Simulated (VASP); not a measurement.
Band structure of Mg2Si (antifluorite). Level of theory: optB88-vdW, VASP's PBE PAW potentials (set 64) (plane waves; VASP).

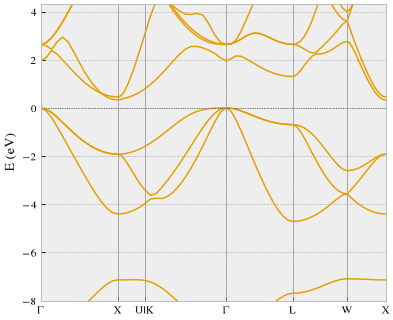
Bands along high-symmetry lines, zero at the valence-band maximum or, without a gap, the Fermi level

Read the plot: is there a gap, and where are the band edges?

The gap is indirect, 0.33 eV, from the valence maximum at Γ to the conduction minimum at X. (Edges off the drawn lines would not show.)

Measured: gap 0.77 eV (computed value off by -0.44 eV), as given by Byungki Ryu et al., Journal of the Korean Physical Society (2019), arXiv:1905.06140.

The compound is Mg2Si in the antifluorite structure. It was relaxed first.
